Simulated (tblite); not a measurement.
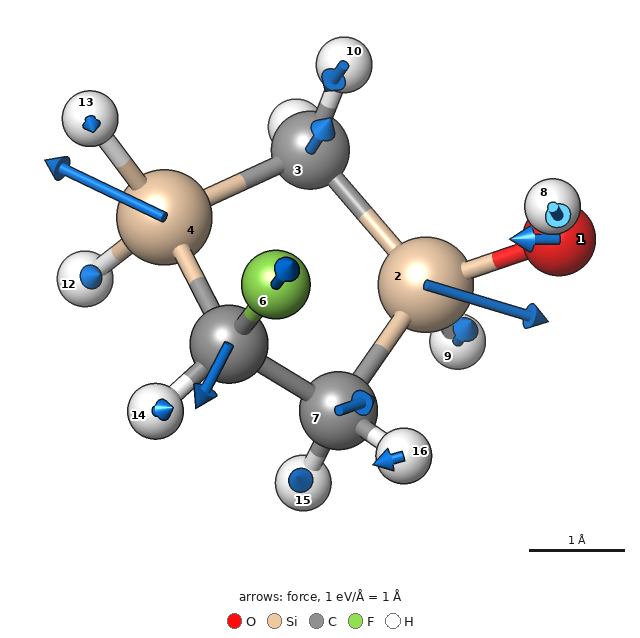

Starting geometry of C₃H₉FOSi₂ with the computed forces as blue arrows. The picture is a ball-and-stick view, seen at a tilt.

All numbers below come from GFN2-xTB geometry optimisation, gas phase in tblite. 

> Is this structure relaxed? If not, where do the atoms go?

It isn't relaxed: the largest force vector, on a Si atom, is 1.61 eV/Å. The final displacements have little in common with the starting forces (cosine between the two patterns 0.13). An H atom moves most after the best rigid fit: 0.71 Å. Largest moves by element: H 0.71 Å, O 0.44 Å, C 0.26 Å, F 0.24 Å, Si 0.14 Å. Some distances before and after: C–Si 1.890 → 1.929 Å, H–Si 1.493 → 1.456 Å, C–F 1.376 → 1.406 Å, C–Si 1.879 → 1.903 Å. Bond angles that change, for instance: C–Si–C 106.5° → 98.4°, C–Si–H 107.8° → 115.3°, C–Si–H 109.0° → 116.4°. Groups turn about C–Si by about 30°, C–Si by about 25°, C–Si by about 25°. The energy falls by 25.4 kJ/mol in 96 geometry steps. Cost: 1.1 s on 1 thread of Arm Neoverse N1 (shared host).
